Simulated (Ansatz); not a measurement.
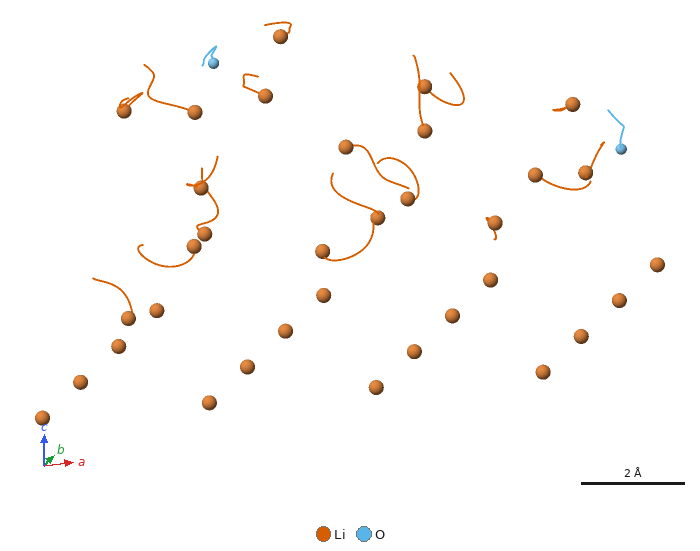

Molecular dynamics of O2 on Li(110) (29 atoms in the cell), 90 fs long. It starts from the last geometry of an earlier run, with fresh velocities. Lines trace each atom's path, in the colour of its element; spheres stand at the starting positions. Fixed atoms have no trace. Seen slightly off an axis in the simulation cell, with the vacuum cut short.

Method: DFT PBE, scalar-relativistic, plane waves, PAW in Ansatz. Settings: plane-wave cutoff 420 eV; k-point mesh 2 × 2 × 1; Fermi-Dirac smearing 0.15 eV; spin collinear; 9 atoms held fixed; Nosé-Hoover thermostat (NVT); set temperature 1350 K; time step 1 fs; thermostat time 200.0 fs.

What do the traces tell about the motion?

In the second half of the run the atoms are, in the root-mean-square, this far from where they began (common drift taken out): Li 0.88 Å, O 0.44 Å. The run lasts only 90 fs, too short to tell vibration from diffusion. Over the second half the temperature averages 1243 K (spread ±121 K). The potential energy in the second half lies on average 12.3 meV per atom above the first frame.
